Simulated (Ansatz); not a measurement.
The figure comes from a scan of MgB$_{2}$ (AlB2 type, space group P6/mmm): one B atom of a 3-atom cell moves by s along Cartesian [110], with its periodic images. Method: PBEsol (plane waves to 420 eV, PAW, scalar-relativistic; Ansatz, a quantum-chemistry and plane-wave program). k mesh 14×14×11 (Γ-centred), Fermi-Dirac smearing 0.05 eV. With partly filled bands, energies and forces of such displacements shift with the k mesh and the smearing. F∥ is the force on the atom along that direction. MgB2 was relaxed with its symmetry unable to fall. 

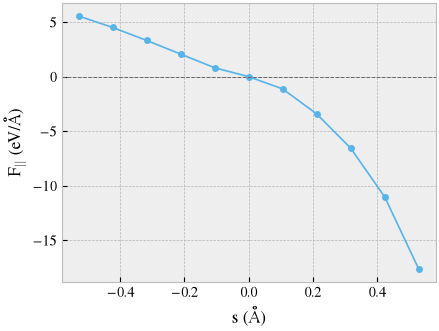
Figure: F∥ (eV/Å) against s (Å); markers are the computed points, lines only join them.

Problem. List the plotted points as numbers.

Solution. To the nearest 0.5:

```tsv
s (Å)	F∥ (eV/Å)
-0.530	5.5
-0.424	4.5
-0.318	3.5
-0.212	2.0
-0.106	1.0
0.000	0.0
0.106	-1.0
0.212	-3.5
0.318	-6.5
0.424	-11.0
0.530	-17.5
```

(A displaced cell: forces are minus the slopes of the energy, force constants its curvatures, and phonons follow from these.)
